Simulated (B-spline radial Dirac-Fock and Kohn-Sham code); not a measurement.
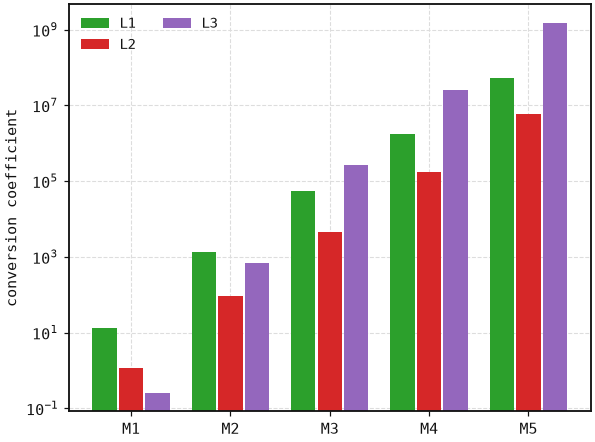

**Figure.** Internal conversion coefficients by shell for magnetic multipoles at a transition energy of 20 keV (K and L shells). Species: lanthanum (Z = 57). Level of theory: a Dirac–Hartree–Slater potential of the neutral atom, no hole, surface-current nucleus; calculated with a B-spline radial code.

Summarise the result.

The shells shown sum to 14.4 (M1), 2150 (M2), 334000 (M3), 2.79 × 10⁷ (M4), 1.58 × 10⁹ (M5). The largest bar is L1 for M1, L1 for M2, L3 for M3, L3 for M4, L3 for M5. The K shell is closed at this energy.
